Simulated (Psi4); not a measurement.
**CH4AlClO (SMILES C[O][AlH][Cl]): HF/STO-3G**

What is the vertical singlet–triplet gap of CH4AlClO at HF/STO-3G? 

Program for the calculation: Psi4 1.11.

1 further run of the same task is left out (set aside as unsound or not needed).

## Step 1: The molecule

CH4AlClO: 8 atoms, total charge 0, spin state singlet. As SMILES, `C[O][AlH][Cl]`. Geometry: relaxed at PBE0-D4/def2-TZVP. This is one conformer, not always the lowest.

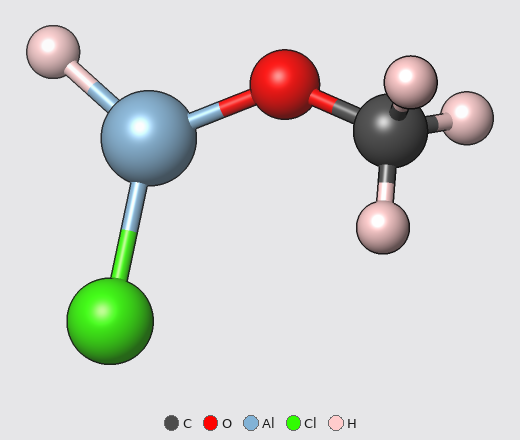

The structure, seen from a chosen angle (carbon dark grey, oxygen red, aluminium light blue, chlorine green, hydrogen pink).

## Step 2: The energy at HF/STO-3G

input.json

```json
{
 "schema_name": "qcschema_input",
 "schema_version": 1,
 "molecule": {
  "schema_name": "qcschema_molecule",
  "schema_version": 2,
  "symbols": ["C", "O", "Al", "Cl", "H", "H", "H", "H"],
  "geometry": [0.24982179, 2.36329149, 0.49699797, 1.21944027, 0.09826576, -0.46487263, 0.19539768, -2.87181679, -0.80615716, -3.45630908, -3.79419211, 0.42405454, 0.22374357, 3.80288485, -0.9873819, -1.67524221, 2.14710682, 1.22832198, 1.45546706, 3.04737235, 2.03145558, 1.96153572, -4.90062676, -2.02748716],
  "molecular_charge": 0,
  "molecular_multiplicity": 1,
  "fix_symmetry": "c1"
 },
 "driver": "energy",
 "model": {
  "method": "hf",
  "basis": "STO-3G"
 },
 "keywords": {
  "puream": true,
  "e_convergence": 1e-09,
  "d_convergence": 1e-08,
  "scf_type": "pk",
  "scf_properties": ["WIBERG_LOWDIN_INDICES", "MAYER_INDICES", "LOWDIN_CHARGES"]
 }
}
```

Launch:

```bash
$ psi4 --qcschema input.json -n 1 --memory 2200MB
```

stdout:

```text
[...]
  Running in c1 symmetry.
[...]
  Nuclear repulsion =  196.040773544781558
[...]
  Multiplicity = 1
[...]
  Nalpha       = 24
  Nbeta        = 24
[...]
    Number of basis functions: 32
[...]
   @RHF iter   1:  -807.20690156310116   -2.80796e+00   1.05590e-02 ADIIS/DIIS
[...]
   @RHF iter  10:  -807.29823284555141   -3.86535e-12   8.65062e-09 DIIS
[...]
    Orbital Energies [Eh]
    ---------------------
    Doubly Occupied:
       1A   -103.579767     2A    -57.882786     3A    -20.166248
       4A    -11.091239     5A    -10.278298     6A     -7.721310
       7A     -7.717343     8A     -7.717075     9A     -4.804331
      10A     -3.033130    11A     -3.033054    12A     -3.032172
      13A     -1.238567    14A     -0.963156    15A     -0.868553
      16A     -0.584205    17A     -0.570145    18A     -0.545191
      19A     -0.461099    20A     -0.405342    21A     -0.373461
      22A     -0.358384    23A     -0.331232    24A     -0.328962
[...]
  @RHF Final Energy:  -807.29823284555141
   => Energetics <=
    Nuclear Repulsion Energy =            196.0407735447815583
    One-Electron Energy =               -1512.5079178044366017
    Two-Electron Energy =                 509.1689114141036612
    Total Energy =                       -807.2982328455514107
[...]
 Multipole Moments:
 ------------------------------------------------------------------------------------
     Multipole            Electronic (a.u.)      Nuclear  (a.u.)        Total (a.u.)
 ------------------------------------------------------------------------------------
 L = 1.  Multiply by 2.5417464519 to convert [e a0] to [Debye]
 Dipole X            :         -2.7325553            3.5374040            0.8048487
 Dipole Y            :         -6.8906600            7.1758341            0.2851741
 Dipole Z            :         -0.6485425            0.3982387           -0.2503038
 Magnitude           :                                                    0.8898076
[...]
```

The result, in JSON:

```text
{
 "driver": "energy",
 "model": {
  "method": "hf",
  "basis": "STO-3G"
 },
 "success": true,
 "return_result": -807.2982328455514,
 "properties": {
  "calcinfo_nbasis": 32,
  "calcinfo_nmo": 32,
  "calcinfo_nalpha": 24,
  "calcinfo_nbeta": 24,
  "calcinfo_natom": 8,
  "nuclear_repulsion_energy": 196.04077354478156,
  "return_energy": -807.2982328455514,
  "scf_one_electron_energy": -1512.5079178044366,
  "scf_two_electron_energy": 509.16891141410366,
  "scf_dipole_moment": [0.8048486665536707, 0.2851740725196166, -0.2503037805789461],
  "scf_total_energy": -807.2982328455514,
  "scf_iterations": 10
 }
}
```

It took 1.3 s on 1 thread of Intel Xeon 6975P-C (Granite Rapids), shared host; peak memory 0.18 GiB.

## Step 3: The triplet at the same level

ch4alclo.py

```python
import psi4

psi4.set_memory(2200000000)
psi4.set_num_threads(1)
psi4.set_output_file('run.log', False)

mol = psi4.geometry("""
0 3
C      0.24982179     2.36329149     0.49699797
O      1.21944027     0.09826576    -0.46487263
Al     0.19539768    -2.87181679    -0.80615716
Cl    -3.45630908    -3.79419211     0.42405454
H      0.22374357     3.80288485    -0.98738190
H     -1.67524221     2.14710682     1.22832198
H      1.45546706     3.04737235     2.03145558
H      1.96153572    -4.90062676    -2.02748716
units au
symmetry c1
""")

psi4.set_options({
    'basis': 'STO-3G',
    'reference': 'uhf',
    'puream': True,
    'e_convergence': 1e-09,
    'd_convergence': 1e-08,
    'scf_type': 'pk',
    'maxiter': 100,
})

E = psi4.energy('scf')
print('E =', round(E, 9))
```

Launch:

```bash
$ python ch4alclo.py
```

run.log:

```text
[...]
  Running in c1 symmetry.
[...]
  Nuclear repulsion =  196.040773544781558
[...]
  Multiplicity = 3
[...]
  Nalpha       = 25
  Nbeta        = 23
[...]
    Number of basis functions: 32
[...]
   @UHF iter   1:  -806.92876843905958   -2.52983e+00   9.25291e-03 ADIIS/DIIS
[...]
   @UHF iter  20:  -807.04749573967149   -2.46700e-11   6.94241e-09 DIIS
[...]
   @S^2 Observed:                2.038232196E+00
[...]
    Orbital Energies [Eh]
    ---------------------
    Alpha Occupied:
       1A   -103.502503     2A    -57.681108     3A    -20.526411
       4A    -11.210177     5A    -10.203765     6A     -7.645687
       7A     -7.643494     8A     -7.643083     9A     -4.640653
      10A     -2.895680    11A     -2.865664    12A     -2.863754
      13A     -1.511408    14A     -0.997888    15A     -0.896185
      16A     -0.782383    17A     -0.741013    18A     -0.707273
      19A     -0.591125    20A     -0.555966    21A     -0.405599
      22A     -0.317628    23A     -0.317490    24A     -0.291244
      25A     -0.004212
    Alpha Virtual:
[...]
  @UHF Final Energy:  -807.04749573967149
   => Energetics <=
    Nuclear Repulsion Energy =            196.0407735447815583
    One-Electron Energy =               -1512.4580219455360748
    Two-Electron Energy =                 509.3697526610829982
    Total Energy =                       -807.0474957396714899
  UHF NO Occupations:
  HONO-2 :   23  A 1.9840060
  HONO-1 :   24  A 1.0000000
[...]
 Multipole Moments:
 ------------------------------------------------------------------------------------
     Multipole            Electronic (a.u.)      Nuclear  (a.u.)        Total (a.u.)
 ------------------------------------------------------------------------------------
 L = 1.  Multiply by 2.5417464519 to convert [e a0] to [Debye]
 Dipole X            :         -2.1166228            3.5374040            1.4207811
 Dipole Y            :         -4.2714469            7.1758341            2.9043872
 Dipole Z            :         -0.2334073            0.3982387            0.1648314
 Magnitude           :                                                    3.2374764
[...]
```

Standard output:

```text
E = -807.04749574
```

It took 1.4 s on 1 thread of Intel Xeon 6975P-C (Granite Rapids), shared host; peak memory 0.18 GiB.

## Step 4: Results

At HF/STO-3G:

| quantity | value |
| --- | --- |
| singlet: total energy | -807.29823 Eh |
| singlet: dipole moment | 2.26 D |
| singlet: HOMO energy | -8.95 eV |
| singlet: LUMO energy | 8.52 eV |
| singlet: HOMO–LUMO gap | 17.47 eV |
| triplet: total energy | -807.04750 Eh |
| triplet: dipole moment | 8.23 D |
| triplet: HOMO energy (highest over α and β) | -0.11 eV |
| triplet: LUMO energy (lowest over α and β) | 3.48 eV |
| triplet: ⟨S²⟩ | 2.038 |
| vertical energy of the triplet above the singlet | 6.823 eV |

In words: At this shape the triplet lies 6.82 eV (157 kcal/mol) above the singlet. In a minimal basis such a difference can be off by several eV, whatever the method.
